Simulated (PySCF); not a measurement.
# C₂H₄BCl: one change and its effect

System: C₂H₄BCl, SMILES BC(=C)Cl.
Method of the first run: TDDFT PBE0/6-31G*, vertical, gas phase, core orbitals frozen in the response (PySCF 2.14.0).

The geometry comes from this level: PBE0-D3(BJ)/def2-SVP. Text and figures count atoms from 1; the logs count them from 0 in places.

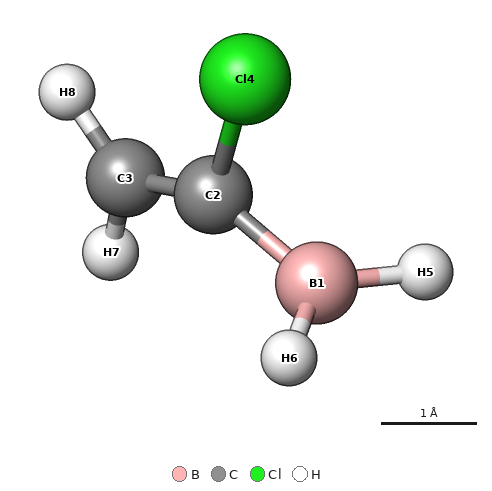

Fig. 1: The structure as given in the input (ball-and-stick view, seen at a tilt; atoms are numbered from 1 in the order of the input). Bond lengths as drawn: B–C 1.54 Å, B–H 1.21 Å, C–C 1.32 Å, C–Cl 1.79 Å and C–H 1.09 Å.

## Input file, the first run
```
{"job": {"kind": "uv", "xc": "PBE0", "basis": "6-31G*"}, "charge": 0, "multiplicity": 1}
B      2.038846     2.234492     0.995968
C      0.519875     2.246361     0.721809
C     -0.548994     1.546091     0.373890
Cl     0.445562     3.991667     1.093876
H      2.804842     2.484700     0.097799
H      2.438268     2.033875     2.116644
H     -0.435123     0.480299     0.159700
H     -1.542641     1.991652     0.291352
```

The first line tells a small driver script what to run in PySCF; the rest is the geometry in Å.

Command:
```bash
OMP_NUM_THREADS=1 python <driver script> task.json out
```

Hardware: 1 CPU thread, shared host.

## Output (the first run)
```
coarse grid: 7368 points
cycle   1  E = -563.3210365652  dE =  2.704e-01  |g| = 2.345e-01  |ddm| = 2.591e+00
cycle   2  E = -563.3202527991  dE =  7.838e-04  |g| = 2.508e-01  |ddm| = 4.324e-01
cycle   3  E = -563.3349571729  dE = -1.470e-02  |g| = 7.310e-02  |ddm| = 2.451e-01
cycle   4  E = -563.3364573402  dE = -1.500e-03  |g| = 1.422e-02  |ddm| = 8.606e-02
cycle   5  E = -563.3365058423  dE = -4.850e-05  |g| = 5.360e-03  |ddm| = 2.047e-02
cycle   6  E = -563.3365141835  dE = -8.341e-06  |g| = 1.050e-03  |ddm| = 8.202e-03
final grid: 66864 points
cycle   7  E = -563.3033082014  dE = -1.119e-05  |g| = 5.110e-03  |ddm| = 1.445e-02
cycle   8  E = -563.3033043435  dE =  3.858e-06  |g| = 6.423e-03  |ddm| = 1.312e-02
cycle   9  E = -563.3033157739  dE = -1.143e-05  |g| = 9.693e-04  |ddm| = 7.790e-03
cycle  10  E = -563.3033160053  dE = -2.314e-07  |g| = 2.221e-04  |ddm| = 9.720e-04
cycle  11  E = -563.3033160186  dE = -1.327e-08  |g| = 5.837e-05  |ddm| = 2.838e-04
cycle  12  E = -563.3033160196  dE = -1.002e-09  |g| = 1.307e-05  |ddm| = 8.309e-05
cycle  13  E = -563.3033160196  dE = -4.979e-11  |g| = 2.652e-06  |ddm| = 2.059e-05
converged SCF energy = -563.3033160196

Static polarisability (au): isotropic 44.251, principal 25.817 49.104 57.832

Singlet excitations
state   eV       nm        f      main configurations
  1   4.9108    252.5   0.00009   H->L 0.99
  2   6.4251    193.0   0.00028   H-2->L 0.96
  3   6.6129    187.5   0.00045   H->L+2 0.98
  4   6.6713    185.8   0.07162   H-1->L 0.81
  5   7.2664    170.6   0.04675   H-3->L 0.74, H->L+1 0.12, H-1->L 0.10
  6   7.3755    168.1   0.26883   H->L+1 0.74, H-3->L 0.15
  7   7.5602    164.0   0.00192   H-1->L+1 0.99
  8   8.2413    150.4   0.09184   H-2->L+1 0.77, H-1->L+2 0.17
  9   8.3366    148.7   0.00068   H-4->L 0.76, H-2->L+2 0.12, H-3->L+1 0.11
 10   8.3908    147.8   0.15047   H-1->L+2 0.79, H-2->L+1 0.14

Triplet excitations (Tamm-Dancoff, eV): 4.2408 4.7187 5.6128 5.7149
```

The input of the second run differs as follows (lines with − go, lines with + come):
```diff
-"basis": "6-31G*"
+"basis": "def2-TZVPD"
```

How does the second run compare with the first run?

The total energy of the second run is 46.9 kcal/mol lower, which measures the change of basis and not a stability. The HOMO goes from −7.54 to −7.71 eV. The LUMO goes from −1.10 to −1.44 eV. The dipole moment goes from 1.33 to 1.23 D. The lowest excitation goes from 4.91 to 4.81 eV. The strongest computed line goes from 7.38 to 6.79 eV. Diffuse functions give room to the loosely bound empty orbitals, which lowers the LUMO. The SCF takes 14 iterations against 13. The basis functions go from 68 to 193.

## Output (the second run)
```
coarse grid: 7368 points
cycle   1  E = -563.3677218377  dE =  2.604e-01  |g| = 2.451e-01  |ddm| = 2.400e+00
cycle   2  E = -563.3669707667  dE =  7.511e-04  |g| = 2.533e-01  |ddm| = 5.577e-01
cycle   3  E = -563.3811835396  dE = -1.421e-02  |g| = 7.669e-02  |ddm| = 2.124e-01
cycle   4  E = -563.3827149409  dE = -1.531e-03  |g| = 2.330e-02  |ddm| = 8.062e-02
cycle   5  E = -563.3828448083  dE = -1.299e-04  |g| = 6.938e-03  |ddm| = 2.483e-02
cycle   6  E = -563.3828576936  dE = -1.289e-05  |g| = 1.777e-03  |ddm| = 7.043e-03
cycle   7  E = -563.3828583526  dE = -6.590e-07  |g| = 4.070e-04  |ddm| = 2.056e-03
final grid: 66864 points
cycle   8  E = -563.3779806233  dE = -2.852e-05  |g| = 4.962e-03  |ddm| = 1.319e-01
cycle   9  E = -563.3779800847  dE =  5.386e-07  |g| = 4.836e-03  |ddm| = 1.062e-02
cycle  10  E = -563.3779858185  dE = -5.734e-06  |g| = 1.193e-03  |ddm| = 5.460e-03
cycle  11  E = -563.3779861389  dE = -3.204e-07  |g| = 2.515e-04  |ddm| = 9.858e-04
cycle  12  E = -563.3779861524  dE = -1.352e-08  |g| = 9.436e-05  |ddm| = 2.579e-04
cycle  13  E = -563.3779861547  dE = -2.286e-09  |g| = 2.482e-05  |ddm| = 9.793e-05
cycle  14  E = -563.3779861549  dE = -1.667e-10  |g| = 4.933e-06  |ddm| = 2.976e-05
converged SCF energy = -563.3779861549

Static polarisability (au): isotropic 56.674, principal 41.646 59.529 68.847

Singlet excitations
state   eV       nm        f      main configurations
  1   4.8079    257.9   0.00101   H->L 0.99
  2   6.2467    198.5   0.00212   H-2->L 0.91
  3   6.3620    194.9   0.00009   H->L+2 0.52, H->L+3 0.38
  4   6.4409    192.5   0.10435   H-1->L 0.71, H->L+1 0.16
  5   6.7936    182.5   0.25403   H->L+1 0.75, H-1->L 0.17
  6   6.9537    178.3   0.00291   H->L+3 0.58, H->L+2 0.38
  7   7.0775    175.2   0.03037   H-3->L 0.90
  8   7.1876    172.5   0.00046   H-1->L+1 0.98
  9   7.7614    159.7   0.02810   H->L+4 0.87
 10   7.8246    158.5   0.12681   H-2->L+1 0.86

Triplet excitations (Tamm-Dancoff, eV): 4.1666 4.6172 5.4918 5.5600
```

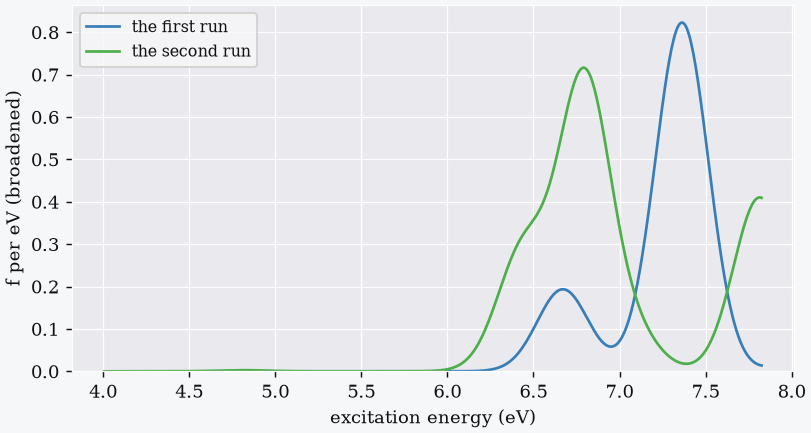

Fig. 2: Absorption of the two runs from their computed states, each broadened by a Gaussian of 0.35 eV full width; the range ends where the shorter list of states ends.

## The two runs side by side

```tsv
quantity	the first run	the second run
outcome	converged	converged
total energy (hartree)	−563.303316	−563.377986
HOMO (eV)	−7.54	−7.71
LUMO (eV)	−1.10	−1.44
dipole moment (D)	1.33	1.23
lowest excitation (eV)	4.91	4.81
SCF iterations	13	14
strongest computed line (eV)	7.38	6.79
basis functions	68	193
wall time (shared host)	3.8 s	16 s
```
